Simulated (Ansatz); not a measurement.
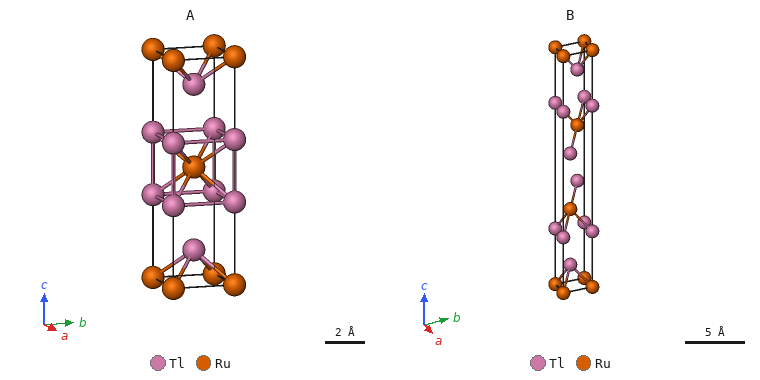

Two structures of Tl2Ru, each relaxed to rest (conventional cells in solid outline, small ones repeated, not to one scale). Method: DFT PBE, scalar-relativistic, plane waves, PAW in Ansatz, without spin polarisation.

State the structure in each panel.

A: 6 atoms a cell on a body-centred tetragonal lattice, I4/mmm. B: 9 atoms a cell on a rhombohedral (trigonal R) lattice, R-3m.

Compare their energies: which is lower?

A is lower, by 40 meV/atom at this level of theory (energies at zero smearing). Volumes: A 22.4, B 22.4 Å³/atom.

One or both may be structure types tried for this composition rather than known phases.
